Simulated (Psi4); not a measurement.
# Run report: OF₂ (charge +1), geometry relaxation (part 2 of 2)

OF₂, charge +1, multiplicity 2, SMILES F[O+]F; r2SCAN/3-21G, UKS (Psi4 1.11). The geometry comes from this level: GFN2-xTB.

Geometry of the input (Å):
```
F  0.9283  -0.2994  0.4789
O  0.0006  0.4849  0.0534
F  -0.9289  -0.1855  -0.5324
```

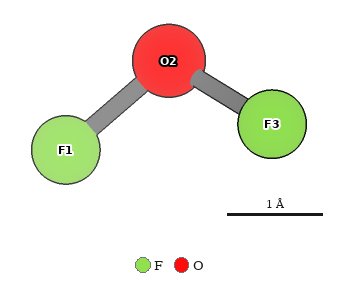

Figure 1. The geometry at step 24 of the log (ball-and-stick view, seen at a tilt; atoms are numbered from 1 in the order of the input).

Standard output, continued:
```
FIRE:   26 20:07:18    -7418.019275        0.010969
FIRE:   27 20:07:21    -7418.019275        0.010938
FIRE:   28 20:07:23    -7418.019275        0.010887
FIRE:   29 20:07:25    -7418.019275        0.010801
FIRE:   30 20:07:28    -7418.019275        0.010688
FIRE:   31 20:07:30    -7418.019275        0.010561
FIRE:   32 20:07:32    -7418.019275        0.010400
FIRE:   33 20:07:34    -7418.019275        0.010401
FIRE:   34 20:07:37    -7418.019274        0.010418
FIRE:   35 20:07:39    -7418.019274        0.010444
FIRE:   36 20:07:41    -7418.019274        0.010480
FIRE:   37 20:07:44    -7418.019274        0.010531
FIRE:   38 20:07:46    -7418.019274        0.010598
FIRE:   39 20:07:48    -7418.019274        0.010686
FIRE:   40 20:07:50    -7418.019274        0.010787
FIRE:   41 20:07:53    -7418.019274        0.010897
FIRE:   42 20:07:55    -7418.019274        0.010995
FIRE:   43 20:07:57    -7418.019275        0.011056
FIRE:   44 20:08:00    -7418.019275        0.011035
FIRE:   45 20:08:02    -7418.019276        0.010893
FIRE:   46 20:08:04    -7418.019277        0.010593
FIRE:   47 20:08:07    -7418.019278        0.010142
FIRE:   48 20:08:09    -7418.019279        0.009675
converged: True
F      1.011118    -0.342832     0.519822
O      0.000723     0.568858     0.062690
F     -1.011831    -0.218861    -0.581733
```

Trajectory as extended XYZ (Å, eV, eV/Å), 29 of the 49 frames kept, from step=0 to step=48:
```
3
Properties=species:S:1:pos:R:3:forces:R:3 step=0 energy=-7416.90614
F     0.9283   -0.2994    0.4789    6.0240  -5.2445   2.7463
O     0.0006    0.4849    0.0534    0.0146   9.7793   1.0790
F    -0.9289   -0.1855   -0.5324   -6.0385  -4.5071  -3.8222
3
Properties=species:S:1:pos:R:3:forces:R:3 step=2 energy=-7417.43607
F     1.0558   -0.3885    0.5395   -2.2311   2.6577  -0.9388
O     0.0009    0.6782    0.0747   -0.0066  -5.0160  -0.5530
F    -1.0567   -0.2591   -0.6109    2.2377   2.3840   1.4946
3
Properties=species:S:1:pos:R:3:forces:R:3 step=3 energy=-7417.55937
F     1.0503   -0.3826    0.5370   -2.0582   2.4250  -0.8690
O     0.0009    0.6649    0.0733   -0.0061  -4.5707  -0.5039
F    -1.0511   -0.2538   -0.6072    2.0643   2.1726   1.3758
3
Properties=species:S:1:pos:R:3:forces:R:3 step=5 energy=-7417.95307
F     1.0247   -0.3557    0.5259   -0.9106   1.0297  -0.3892
O     0.0008    0.6048    0.0667   -0.0028  -1.9203  -0.2118
F    -1.0254   -0.2301   -0.5904    0.9134   0.9182   0.6041
3
Properties=species:S:1:pos:R:3:forces:R:3 step=7 energy=-7418.01688
F     1.0076   -0.3380    0.5184    0.2167  -0.2089   0.0966
O     0.0007    0.5652    0.0623    0.0003   0.4188   0.0460
F    -1.0083   -0.2145   -0.5793   -0.2169  -0.1821  -0.1395
3
Properties=species:S:1:pos:R:3:forces:R:3 step=9 energy=-7418.01788
F     1.0083   -0.3386    0.5187    0.1697  -0.1602   0.0760
O     0.0007    0.5665    0.0624    0.0002   0.3274   0.0360
F    -1.0090   -0.2150   -0.5797   -0.1699  -0.1392  -0.1089
3
Properties=species:S:1:pos:R:3:forces:R:3 step=10 energy=-7418.01845
F     1.0088   -0.3391    0.5189    0.1349  -0.1241   0.0608
O     0.0007    0.5676    0.0625    0.0002   0.2596   0.0285
F    -1.0095   -0.2154   -0.5801   -0.1351  -0.1074  -0.0862
3
Properties=species:S:1:pos:R:3:forces:R:3 step=12 energy=-7418.01925
F     1.0100   -0.3402    0.5195    0.0510  -0.0367   0.0241
O     0.0007    0.5700    0.0628    0.0001   0.0957   0.0105
F    -1.0107   -0.2164   -0.5809   -0.0510  -0.0304  -0.0315
3
Properties=species:S:1:pos:R:3:forces:R:3 step=14 energy=-7418.01915
F     1.0115   -0.3414    0.5202   -0.0401   0.0572  -0.0158
O     0.0007    0.5726    0.0631   -0.0001  -0.0808  -0.0089
F    -1.0122   -0.2174   -0.5818    0.0402   0.0523   0.0279
3
Properties=species:S:1:pos:R:3:forces:R:3 step=15 energy=-7418.01916
F     1.0115   -0.3414    0.5202   -0.0395   0.0566  -0.0156
O     0.0007    0.5726    0.0631   -0.0001  -0.0796  -0.0088
F    -1.0122   -0.2174   -0.5818    0.0396   0.0517   0.0275
3
Properties=species:S:1:pos:R:3:forces:R:3 step=17 energy=-7418.01918
F     1.0114   -0.3413    0.5202   -0.0368   0.0537  -0.0144
O     0.0007    0.5725    0.0631   -0.0001  -0.0741  -0.0081
F    -1.0121   -0.2173   -0.5817    0.0369   0.0491   0.0257
3
Properties=species:S:1:pos:R:3:forces:R:3 step=19 energy=-7418.01921
F     1.0114   -0.3413    0.5201   -0.0320   0.0485  -0.0123
O     0.0007    0.5724    0.0631    0.0000  -0.0644  -0.0071
F    -1.0121   -0.2173   -0.5817    0.0321   0.0446   0.0226
3
Properties=species:S:1:pos:R:3:forces:R:3 step=21 energy=-7418.01924
F     1.0113   -0.3412    0.5201   -0.0255   0.0414  -0.0095
O     0.0007    0.5722    0.0631    0.0000  -0.0510  -0.0056
F    -1.0120   -0.2172   -0.5816    0.0255   0.0383   0.0183
3
Properties=species:S:1:pos:R:3:forces:R:3 step=22 energy=-7418.01926
F     1.0112   -0.3411    0.5201   -0.0212   0.0368  -0.0076
O     0.0007    0.5720    0.0630    0.0000  -0.0423  -0.0046
F    -1.0119   -0.2171   -0.5816    0.0213   0.0342   0.0155
3
Properties=species:S:1:pos:R:3:forces:R:3 step=24 energy=-7418.01930
F     1.0111   -0.3409    0.5200   -0.0100   0.0246  -0.0028
O     0.0007    0.5716    0.0630    0.0000  -0.0193  -0.0021
F    -1.0118   -0.2170   -0.5815    0.0100   0.0234   0.0081
3
Properties=species:S:1:pos:R:3:forces:R:3 step=26 energy=-7418.01933
F     1.0109   -0.3407    0.5199    0.0046   0.0086   0.0035
O     0.0007    0.5712    0.0629    0.0000   0.0109   0.0012
F    -1.0116   -0.2168   -0.5814   -0.0046   0.0092  -0.0015
3
Properties=species:S:1:pos:R:3:forces:R:3 step=27 energy=-7418.01933
F     1.0109   -0.3407    0.5199    0.0046   0.0086   0.0035
O     0.0007    0.5712    0.0629    0.0000   0.0109   0.0012
F    -1.0116   -0.2168   -0.5814   -0.0046   0.0092  -0.0015
3
Properties=species:S:1:pos:R:3:forces:R:3 step=29 energy=-7418.01933
F     1.0109   -0.3407    0.5199    0.0045   0.0087   0.0034
O     0.0007    0.5712    0.0629    0.0000   0.0107   0.0012
F    -1.0116   -0.2168   -0.5814   -0.0045   0.0092  -0.0015
3
Properties=species:S:1:pos:R:3:forces:R:3 step=31 energy=-7418.01933
F     1.0109   -0.3407    0.5199    0.0044   0.0088   0.0034
O     0.0007    0.5712    0.0629    0.0000   0.0105   0.0012
F    -1.0116   -0.2168   -0.5814   -0.0043   0.0093  -0.0014
3
Properties=species:S:1:pos:R:3:forces:R:3 step=33 energy=-7418.01933
F     1.0109   -0.3407    0.5199    0.0041   0.0090   0.0032
O     0.0007    0.5712    0.0629    0.0000   0.0102   0.0011
F    -1.0116   -0.2168   -0.5814   -0.0041   0.0095  -0.0012
3
Properties=species:S:1:pos:R:3:forces:R:3 step=34 energy=-7418.01933
F     1.0109   -0.3407    0.5199    0.0040   0.0091   0.0032
O     0.0007    0.5712    0.0629    0.0000   0.0100   0.0011
F    -1.0116   -0.2168   -0.5814   -0.0039   0.0096  -0.0011
3
Properties=species:S:1:pos:R:3:forces:R:3 step=36 energy=-7418.01933
F     1.0109   -0.3407    0.5199    0.0035   0.0094   0.0030
O     0.0007    0.5712    0.0629    0.0000   0.0094   0.0010
F    -1.0116   -0.2168   -0.5814   -0.0035   0.0098  -0.0008
3
Properties=species:S:1:pos:R:3:forces:R:3 step=38 energy=-7418.01933
F     1.0109   -0.3407    0.5199    0.0029   0.0098   0.0027
O     0.0007    0.5712    0.0629    0.0000   0.0086   0.0009
F    -1.0116   -0.2168   -0.5814   -0.0029   0.0102  -0.0005
3
Properties=species:S:1:pos:R:3:forces:R:3 step=39 energy=-7418.01933
F     1.0109   -0.3407    0.5200    0.0026   0.0101   0.0025
O     0.0007    0.5712    0.0629    0.0000   0.0082   0.0009
F    -1.0116   -0.2168   -0.5814   -0.0025   0.0104  -0.0003
3
Properties=species:S:1:pos:R:3:forces:R:3 step=41 energy=-7418.01933
F     1.0110   -0.3407    0.5200    0.0017   0.0106   0.0021
O     0.0007    0.5712    0.0629    0.0000   0.0073   0.0008
F    -1.0117   -0.2168   -0.5814   -0.0017   0.0108   0.0003
3
Properties=species:S:1:pos:R:3:forces:R:3 step=43 energy=-7418.01933
F     1.0110   -0.3407    0.5200    0.0009   0.0109   0.0017
O     0.0007    0.5711    0.0629    0.0000   0.0067   0.0007
F    -1.0117   -0.2168   -0.5814   -0.0008   0.0110   0.0008
3
Properties=species:S:1:pos:R:3:forces:R:3 step=45 energy=-7418.01934
F     1.0111   -0.3407    0.5200    0.0002   0.0108   0.0013
O     0.0007    0.5711    0.0629    0.0000   0.0070   0.0008
F    -1.0118   -0.2168   -0.5815   -0.0002   0.0108   0.0011
3
Properties=species:S:1:pos:R:3:forces:R:3 step=46 energy=-7418.01934
F     1.0111   -0.3407    0.5200    0.0001   0.0105   0.0012
O     0.0007    0.5711    0.0629    0.0000   0.0076   0.0008
F    -1.0118   -0.2167   -0.5815    0.0000   0.0105   0.0011
3
Properties=species:S:1:pos:R:3:forces:R:3 step=48 energy=-7418.01934
F     1.0111   -0.3407    0.5201    0.0001   0.0095   0.0011
O     0.0007    0.5710    0.0629    0.0000   0.0096   0.0011
F    -1.0118   -0.2167   -0.5815    0.0000   0.0095   0.0010
```

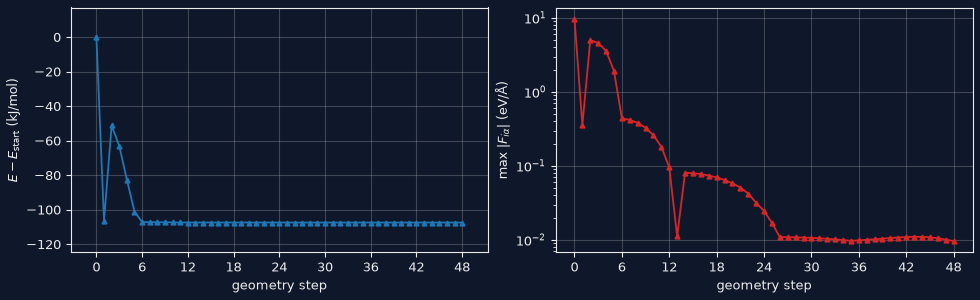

Figure 2. Progress of the relaxation, step by step (steps are counted from 0).

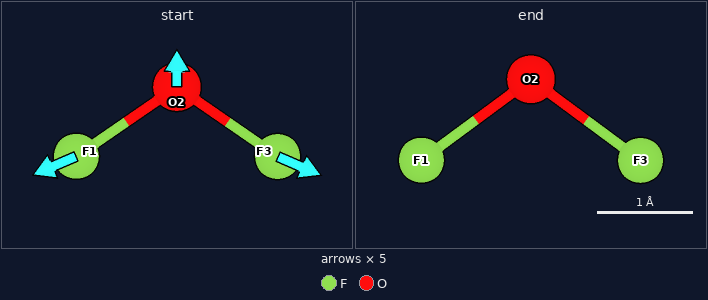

Figure 3. Before (left) and after (right) the relaxation, at one scale (ball-and-stick view, seen at a tilt). The teal arrows give the displacements, magnified 5 times. The largest moves after the best rigid fit, 0.10 Å, are those of F1 and F3. Largest moves by element: F 0.10 Å, O 0.08 Å. Among the contacts that change: F1–O2 1.287 → 1.436 Å. Among the angles that change: F1–O2–F3 110.7° → 106.9°. After 48 geometry steps the energy has fallen by 107.4 kJ/mol. The largest force component goes from 9.8 to 0.0096 eV/Å. (Atoms are counted from 1 in the order of the input.)
